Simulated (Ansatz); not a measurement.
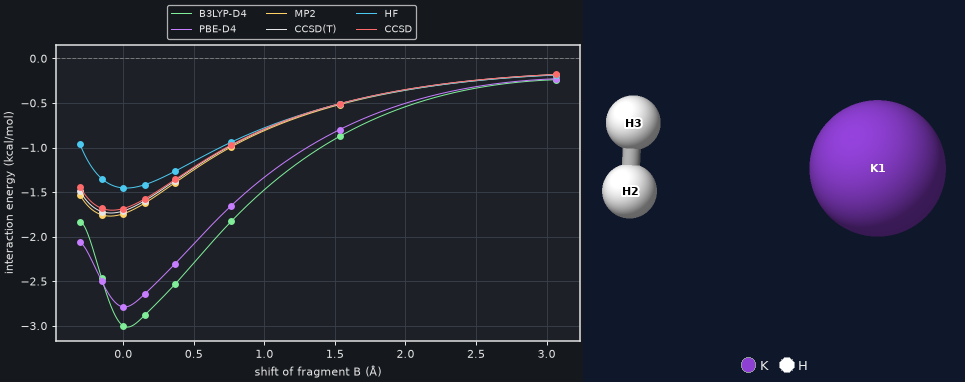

Interaction curve of the pair K⁺ (A) and H₂ (B), SMILES [K+].[H][H], from the arrangement drawn (closest contact, H···H pairs aside, K1···H3 3.07 Å and its like; others can bind more strongly), without the energy that it costs to deform the partners. The Ansatz code 0.2.0, def2-TZVPPD, cores frozen in correlated methods. Fragment B of a pair is moved rigidly from the minimum (PBE0-D4/def2-TZVP) along the line between the fragments' mean atom positions; interaction energies with counterpoise. The outer core of Li, Na, Mg and K is correlated. Splines pass through the computed points, which are marked.

Where is the minimum of each curve?

Answer. B3LYP-D4: near 0.03 Å, −3.02 kcal/mol; PBE-D4: near 0.01 Å, −2.79 kcal/mol; MP2: near −0.09 Å, −1.77 kcal/mol; CCSD(T): near −0.09 Å, −1.74 kcal/mol; HF: near 0.02 Å, −1.45 kcal/mol; CCSD: near −0.08 Å, −1.70 kcal/mol (from the spline).

Order the curves at 0.00 Å, where they differ most.

Answer. B3LYP-D4 −3.00, PBE-D4 −2.79, MP2 −1.74, CCSD(T) −1.71, CCSD −1.69, HF −1.45 kcal/mol, from lowest to highest.
